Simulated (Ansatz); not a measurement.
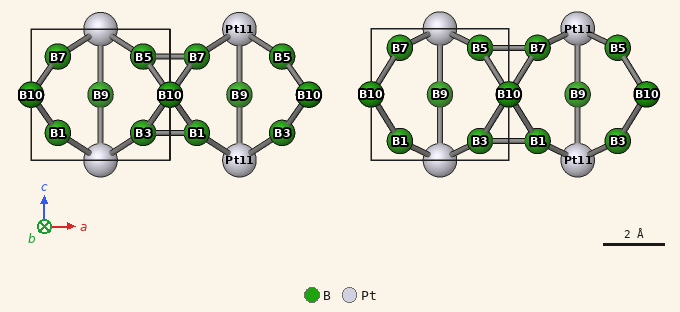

Two geometries of crystalline B10Pt (a generated structure, set up in P4/mmm) (coarse preliminary run), drawn at one scale. One is the start of a relaxation, the other its converged end. A ball-and-stick model of the cell of the calculation, repeated 2 × 1 × 1 with one cell outlined, seen along the b axis.

Theory: DFT PBE, scalar-relativistic, plane waves, PAW in Ansatz 0.2.0. (plane-wave cutoff 420 eV; k-point mesh 4 × 4 × 4; occupations gaussian; smearing width 0.1 eV; no spin polarisation; cell and atoms relaxed; force threshold 0.04 eV/Å; at most 70 steps)

Which geometry has the lower energy?

Answer. The left one is the relaxed one. The largest moves relative to the cell, 0.29 Å, are those of B atoms. Pt stays in place. The drawn cell changes as follows: a = b 4.569 → 4.608 Å (+0.9 %), c 4.368 → 4.348 Å (−0.5 %); the volume changes by +1.3 %. Near-neighbour distances that change, for instance: B–B 1.277 → 1.816 Å, B–B 2.052 → 1.784 Å, B–Pt 1.985 → 2.197 Å, B–B 1.910 → 1.778 Å. Among the angles between lasting bonds that change: B–B–Pt 149.9° → 159.2°, B–B–Pt 71.2° → 65.6°, B–B–B 138.8° → 135.2°. The space group stays P4/mmm (No. 123). After 5 accepted moves (6 points after the start) the energy has fallen by 1374 meV per atom. The largest force component goes from 18 to 0.029 eV/Å. The pressure goes from 65.68 to 0.03 GPa. At 1 point the geometry stayed and the basis and grid were re-selected for the new cell (energy shift of 0.2 meV per atom at most each time). The run took 25 s on 1 thread of Arm Neoverse V2, with other jobs on the host, peak memory 0.36 GiB.
